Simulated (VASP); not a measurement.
Band structure of Mo (bcc). Level of theory: revTPSS meta-GGA, VASP's PBE PAW potentials (set 64) (plane waves; VASP 6.6.1).

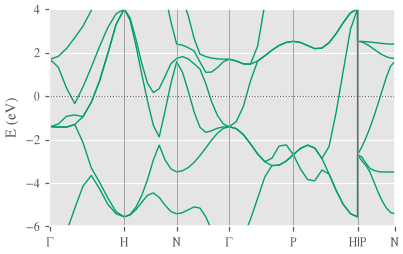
Bands along high-symmetry lines, zero at the valence-band maximum or, without a gap, the Fermi level

**Question.** Read the plot: is there a gap, and where are the band edges?

**Answer.** It has no gap at this level: it comes out as a metal or semimetal.

The compound is Mo in the bcc structure. It was relaxed first.
